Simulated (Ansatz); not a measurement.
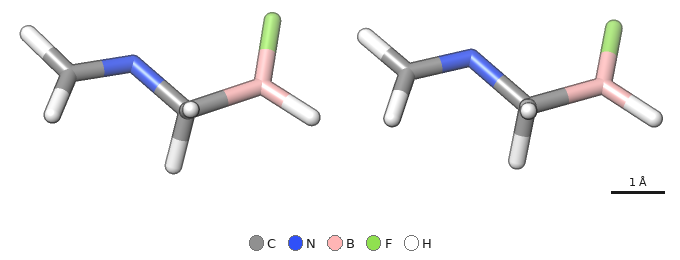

Two geometries of C₂H₅BFN, drawn at one scale. One is the start of a relaxation, the other its converged end. A stick model, seen at a tilt.

Method: RKS r2SCAN-D4/6-31G (Ansatz 0.2.0). (no spin polarisation; force threshold 0.015 eV/Å; at most 40 steps)

> Which geometry has the lower energy?

The right one is the relaxed one. The run prepares an end point of a later path (torsion) calculation, from a guessed geometry. The largest move after the best rigid fit is that of the F atom, 0.15 Å. Largest moves by element: F 0.15 Å, N 0.12 Å, H 0.11 Å, C 0.10 Å, B 0.06 Å. Among the contacts that change: C–H 1.183 → 1.107 Å, B–F 1.438 → 1.366 Å, C–H 1.158 → 1.089 Å, C–N 1.429 → 1.488 Å. Among the angles between lasting bonds that change: B–C–H 114.1° → 108.0°, C–B–H 117.2° → 121.9°, B–C–H 104.5° → 108.5°. The energy falls by 41.7 kJ/mol in 7 accepted moves (8 points after the start). Largest force component: 2.8 eV/Å at the start, 0.015 eV/Å at the end. The line search rejected the trial step at point 5 of the run. Cost: 13 s on 1 thread of AMD EPYC 9R45 96-Core Processor (Zen 5), with other jobs on the host, peak memory 0.19 GiB.
